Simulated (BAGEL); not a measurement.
**CH3BFN (SMILES [H]/N=C(\B)F) at HF/6-31G(d) (density fitting with qzvpp-jkfit, spherical functions)**

What is the vertical singlet–triplet gap of CH3BFN at HF/6-31G* (density fitting with qzvpp-jkfit, spherical functions)? 

The calculation is run with BAGEL 1.2.2.

**1. Starting point**

The species is CH3BFN (7 atoms), meant as a singlet with charge 0. SMILES: `[H]/N=C(\B)F`. Geometry: relaxed at PBE0-D4/def2-TZVP.

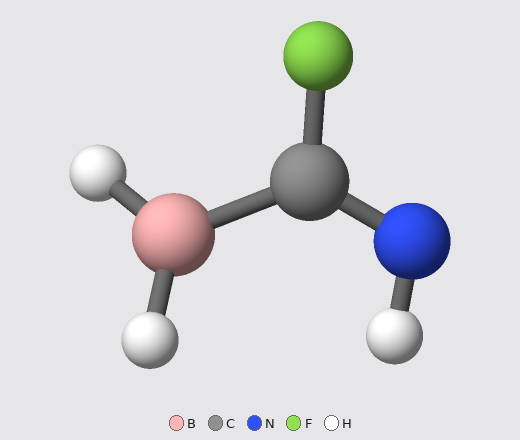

Viewed from a chosen angle; boron pink, carbon grey, nitrogen blue, fluorine green, hydrogen white.

**2. A single-point energy at HF/6-31G(d) (density fitting with qzvpp-jkfit, spherical functions)**

calc.json

```json
{ "bagel" : [

{
  "title" : "molecule",
  "basis" : "6-31gs.json",
  "df_basis" : "qzvpp-jkfit",
  "angstrom" : "true",
  "geometry" : [
    { "atom" : "B", "xyz" : [      -0.350500,       0.865300,      -0.251700 ] },
    { "atom" : "C", "xyz" : [       0.571400,      -0.355700,       0.056300 ] },
    { "atom" : "N", "xyz" : [       0.197700,      -1.487600,       0.452000 ] },
    { "atom" : "F", "xyz" : [       1.864300,      -0.223700,      -0.274300 ] },
    { "atom" : "H", "xyz" : [      -0.170600,       1.508700,      -1.237600 ] },
    { "atom" : "H", "xyz" : [      -1.272000,       1.080800,       0.473100 ] },
    { "atom" : "H", "xyz" : [      -0.779100,      -1.455800,       0.736500 ] }
  ]
},

{
  "title" : "hf"
},

{
  "title" : "print",
  "file" : "orbitals.molden",
  "orbitals" : "true"
}

]}
```

The basis set 6-31G* is read from a file made from the Basis Set Exchange's data (not shown).

On the command line:

```console
$ BAGEL_NUM_THREADS=1 BAGEL calc.json > calc.out
```

The log of the run:

```text
* using 1 threads per process

  ===============================================================
  ===============================================================

  *** Geometry ***

  { "atom" : "B", "xyz" : [     -0.662349,      1.635180,     -0.475644 ] },
  { "atom" : "C", "xyz" : [      1.079790,     -0.672176,      0.106392 ] },
  { "atom" : "N", "xyz" : [      0.373599,     -2.811157,      0.854156 ] },
  { "atom" : "F", "xyz" : [      3.523016,     -0.422732,     -0.518352 ] },
  { "atom" : "H", "xyz" : [     -0.322387,      2.851030,     -2.338725 ] },
  { "atom" : "H", "xyz" : [     -2.403732,      2.042416,      0.894029 ] },
  { "atom" : "H", "xyz" : [     -1.472286,     -2.751063,      1.391783 ] },

  Number of auxiliary basis functions:      358

  Since a DF basis is specified, we compute 2- and 3-index integrals:
    o Being stored without compression. Storage requirement is 0.011 GB

  Number of basis functions:       62
  Number of electrons      :       30

    * METHOD: MOLECULE                             0.11

  *** RHF ***

  === Nuclear Repulsion ===
   102.2383708362

      * DIIS with orbital gradients will be used.

  === RHF iteration (6-31gs.json) ===
      0       -217.94502199          0.02536037           0.02
      1       -218.06656041          0.01731218           0.02
      2       -218.13571065          0.00222687           0.02
      3       -218.13801430          0.00089552           0.02
      4       -218.13832273          0.00030969           0.02
      5       -218.13840582          0.00016449           0.02
      6       -218.13842501          0.00006868           0.02
      7       -218.13842909          0.00001654           0.02
      8       -218.13842924          0.00000758           0.02
      9       -218.13842926          0.00000384           0.02
     10       -218.13842927          0.00000135           0.02
     11       -218.13842927          0.00000069           0.02
     12       -218.13842927          0.00000031           0.02
     13       -218.13842927          0.00000013           0.02
     14       -218.13842927          0.00000006           0.02
     15       -218.13842927          0.00000003           0.02
     16       -218.13842927          0.00000001           0.02
     17       -218.13842927          0.00000001           0.02
    * SCF iteration converged.

    * Permanent dipole moment:
           (    0.988165,    -0.738500,    -0.056512) a.u.

    * METHOD: HF                                   0.48

    * METHOD: PRINT                                0.01

  ===============================================================
```

Wall time 0.72 s (1 thread of Arm Neoverse V1, shared host).

**3. The triplet**

calc.json

```json
{ "bagel": [

{
  "title": "molecule",
  "basis": "6-31gs.json",
  "df_basis": "qzvpp-jkfit",
  "angstrom": "true",
  "geometry": [
    { "atom": "B", "xyz": [      -0.350500,       0.865300,      -0.251700 ] },
    { "atom": "C", "xyz": [       0.571400,      -0.355700,       0.056300 ] },
    { "atom": "N", "xyz": [       0.197700,      -1.487600,       0.452000 ] },
    { "atom": "F", "xyz": [       1.864300,      -0.223700,      -0.274300 ] },
    { "atom": "H", "xyz": [      -0.170600,       1.508700,      -1.237600 ] },
    { "atom": "H", "xyz": [      -1.272000,       1.080800,       0.473100 ] },
    { "atom": "H", "xyz": [      -0.779100,      -1.455800,       0.736500 ] }
  ]
},

{
  "title": "uhf",
  "nopen": 2
},

{
  "title": "print",
  "file": "orbitals.molden",
  "orbitals": "true"
}

]}
```

The basis set 6-31G* is read from a file made from the Basis Set Exchange's data (not shown).

On the command line:

```console
$ BAGEL_NUM_THREADS=1 BAGEL calc.json > calc.out
```

The log of the run:

```text
* using 1 threads per process

  ===============================================================
  ===============================================================

  *** Geometry ***

  { "atom" : "B", "xyz" : [     -0.662349,      1.635180,     -0.475644 ] },
  { "atom" : "C", "xyz" : [      1.079790,     -0.672176,      0.106392 ] },
  { "atom" : "N", "xyz" : [      0.373599,     -2.811157,      0.854156 ] },
  { "atom" : "F", "xyz" : [      3.523016,     -0.422732,     -0.518352 ] },
  { "atom" : "H", "xyz" : [     -0.322387,      2.851030,     -2.338725 ] },
  { "atom" : "H", "xyz" : [     -2.403732,      2.042416,      0.894029 ] },
  { "atom" : "H", "xyz" : [     -1.472286,     -2.751063,      1.391783 ] },

  Number of auxiliary basis functions:      358

  Since a DF basis is specified, we compute 2- and 3-index integrals:
    o Being stored without compression. Storage requirement is 0.011 GB

  Number of basis functions:       62
  Number of electrons      :       30

    * METHOD: MOLECULE                             0.11

  *** Open-shell HF ***

  === Nuclear Repulsion ===
   102.2383708362

      * DIIS with orbital gradients will be used.

  === UHF iteration (6-31gs.json) ===
      0       -217.81473358          0.04258209           0.04
      1       -217.92522234          0.03095695           0.04
      2       -217.96612539          0.02082055           0.04
      3       -218.00004419          0.00397160           0.04
      4       -218.00722606          0.00273392           0.04
      5       -218.01198645          0.00174386           0.04
      6       -218.01441321          0.00082962           0.04
      7       -218.01493234          0.00052038           0.04
      8       -218.01524320          0.00049001           0.04
      9       -218.01537501          0.00035658           0.04
     10       -218.01556434          0.00031986           0.04
     11       -218.01575647          0.00028848           0.04
     12       -218.01593316          0.00026634           0.04
     13       -218.01608453          0.00024474           0.04
     14       -218.01646746          0.00023135           0.04
     15       -218.01648790          0.00018880           0.04
     16       -218.01673638          0.00017968           0.04
     17       -218.01677312          0.00013891           0.04
     18       -218.01685360          0.00011038           0.04
     19       -218.01689866          0.00008048           0.04
     20       -218.01694028          0.00009740           0.04
     21       -218.01693123          0.00005882           0.04
     22       -218.01695154          0.00004101           0.04
     23       -218.01695435          0.00003269           0.04
     24       -218.01695758          0.00002858           0.04
     25       -218.01695904          0.00002537           0.04
     26       -218.01696553          0.00001904           0.04
     27       -218.01696571          0.00001389           0.04
     28       -218.01696784          0.00000807           0.04
     29       -218.01696812          0.00000556           0.04
     30       -218.01696828          0.00000419           0.04
     31       -218.01696833          0.00000285           0.04
     32       -218.01696838          0.00000173           0.04
     33       -218.01696840          0.00000070           0.04
     34       -218.01696840          0.00000041           0.04
     35       -218.01696840          0.00000021           0.04
     36       -218.01696840          0.00000013           0.04
     37       -218.01696840          0.00000010           0.04
     38       -218.01696840          0.00000007           0.04
     39       -218.01696840          0.00000005           0.04
     40       -218.01696840          0.00000003           0.04
     41       -218.01696840          0.00000002           0.04
     42       -218.01696840          0.00000001           0.04
     43       -218.01696840          0.00000001           0.04
    * SCF iteration converged.

    * S^2 (UHF) is 2.0173

    * Permanent dipole moment:
           (    0.471530,     0.746290,    -0.617404) a.u.

    * METHOD: UHF                                  1.92

    * METHOD: PRINT                                0.01

  ===============================================================
```

It took 2.2 s on 1 thread of Arm Neoverse V1, shared host.

**4. Outcome**

At HF/6-31G* (density fitting with qzvpp-jkfit, spherical functions):

| quantity | value |
| --- | --- |
| singlet: total energy | -218.13843 Eh |
| singlet: dipole moment | 3.14 D |
| singlet: HOMO energy | -12.10 eV |
| singlet: LUMO energy | 1.21 eV |
| singlet: HOMO–LUMO gap | 13.31 eV |
| triplet: total energy | -218.01697 Eh |
| triplet: dipole moment | 2.74 D |
| triplet: ⟨S²⟩ | 2.017 |
| vertical energy of the triplet above the singlet | 3.305 eV |

In words: At this shape the triplet lies 3.31 eV (76 kcal/mol) above the singlet.
